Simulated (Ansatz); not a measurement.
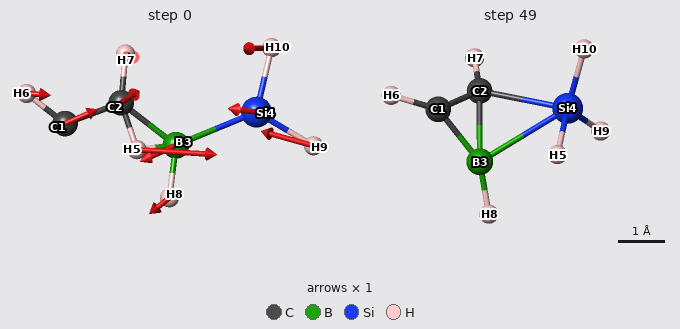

The structure of C2H6BSi (charge +1) before (left) and after (right) a relaxation, at one scale. The red arrows give the displacements, at their true length.

Style: ball-and-stick. Shown from a free direction.

The run prepares an end point of a later path (hydrogen shift) calculation, from a guessed geometry.

These are results of RKS BLYP-D4/def2-SVP in Ansatz 0.2.0, not measurements.

The input:
```yaml
crystal:
  periodic: [false, false, false]
  atoms:
    - { symbol: C, position_ang: [-1.35488, 1.49429, -0.56756] }
    - { symbol: C, position_ang: [-0.56349, 0.68219, 0.16515] }
    - { symbol: B, position_ang: [0.28331, -0.42335, -0.46406] }
    - { symbol: Si, position_ang: [1.43371, -1.56278, 0.66094] }
    - { symbol: H, position_ang: [-0.3358, 0.15552, -0.76161] }
    - { symbol: H, position_ang: [-1.94961, 2.27583, -0.11914] }
    - { symbol: H, position_ang: [-0.55694, 0.8605, 1.23602] }
    - { symbol: H, position_ang: [0.24138, -0.58703, -1.62479] }
    - { symbol: H, position_ang: [2.31476, -2.65367, 0.23149] }
    - { symbol: H, position_ang: [1.57921, -1.48169, 2.1215] }
total_charge: 1
basis:
  gaussian: { orbitals: def2-SVP }
hamiltonian:
  xc: blyp
  dispersion: d4
relax:
  f_tol: 0.02
  max_steps: 50
```

Launched with:
```bash
ansatz run input.yaml --threads 2 --pin off --max-ram 3072MiB --backend cpu --events-out ev --progress --plain --runs-dir out
```

Question: Describe what moved and what it gained.

Answer: The relaxation stopped without meeting its thresholds, so the last structure isn't shown to be converged. It used up its limit of 50 steps. The atom that moves furthest after the best rigid fit is H5 (1.92 Å). By element the largest moves are H 1.92 Å, B 0.91 Å, C 0.79 Å, Si 0.74 Å. Some distances before and after: C2–H5 1.090 → 2.652 Å, Si4–H5 2.847 → 1.526 Å, C2–Si4 3.045 → 2.002 Å, C1–B3 2.524 → 1.483 Å. New bonds form: C1–B3 (2.52 → 1.48 Å), Si4–H5 (2.85 → 1.53 Å). Bonds break: B3–H5 (0.90 → 1.87 Å), C2–H5 (1.09 → 2.65 Å). Bond angles that change, for instance: C1–C2–B3 122.4° → 56.2°, C2–B3–Si4 120.4° → 58.0°, B3–C2–H7 121.4° → 155.5°. The energy falls by 7.827 eV in 48 accepted moves (49 points after the start). The largest force component goes from 13 to 0.15 eV/Å. The line search rejected the trial step at point 48 of the run.
